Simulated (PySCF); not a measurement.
Consider C6H8NO (SMILES C=C=CCC(=O)[N]C) (doublet).

```xyz
16

C     3.1175    0.4752   -1.2530
C     2.2854    0.0087   -0.3857
C     1.4445   -0.4365    0.5144
C     0.0471   -0.0094    0.5926
C    -0.9461   -1.0987   -0.1813
O    -0.4170   -2.0975   -0.6021
N    -2.1443   -0.6819   -0.1978
C    -2.7656    0.4700    0.3244
H     3.7320    1.3407   -1.0594
H     3.2428    0.0068   -2.2166
H     1.7589   -1.2218    1.1895
H    -0.1315    0.9385    0.0895
H    -0.3369   -0.0035    1.6108
H    -2.4046    1.3937   -0.1442
H    -2.6610    0.5513    1.4135
H    -3.8287    0.3734    0.0964
```

Geometry: GFN2-xTB.

The calculation used UKS B3LYP, pcH-1 on C H N O, non-relativistic, mean-field spin-orbit, GIAO in PySCF.

**Predict the electron density, electron localisation function and spin density between the atoms.**

C–O (1.21 Å): ρ is about 3.3 e/Å³ halfway; the ELF peaks at about 0.85 between the atoms: a multiple bond.
C–N (1.27 Å): the density is about 2.7 e/Å³ at the midpoint; the ELF peaks at about 0.90 between the atoms: a short, multiple covalent bond.
C–H (1.09 Å): ρ at the midpoint is about 2 e/Å³; the ELF climbs to about 1 towards the hydrogen, as it does in any bond to H: a covalent bond by its length.
C–N (1.41 Å): the density is about 2 e/Å³ at the midpoint; the ELF peaks at about 0.90 between the atoms: localised, covalent bonding.
The unpaired spin (1 electron) lies mostly on N7 (about 0.5), C4 (about 0.2), O6 (about 0.1) and C2 (about 0.1), in electrons by Hirshfeld's partition.

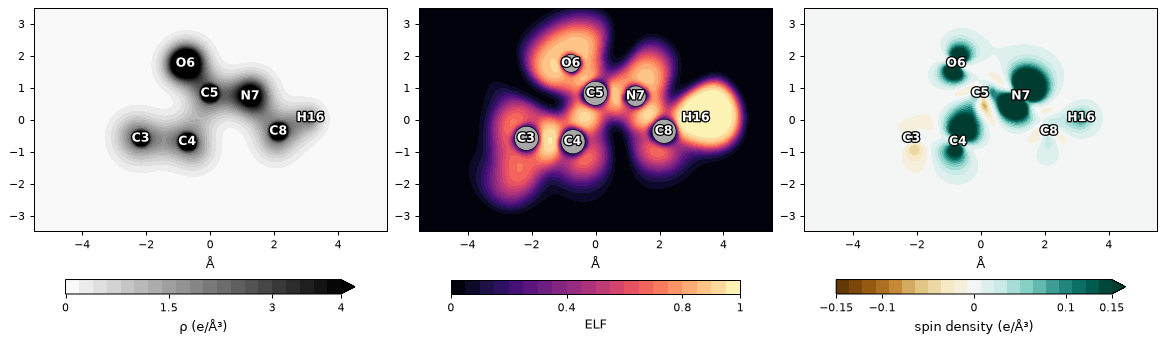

Computed electron density, electron localisation function and spin density on the plane of atoms C5, N7 and C8, in this order. Grey discs cover the atomic cores in the ELF map. 
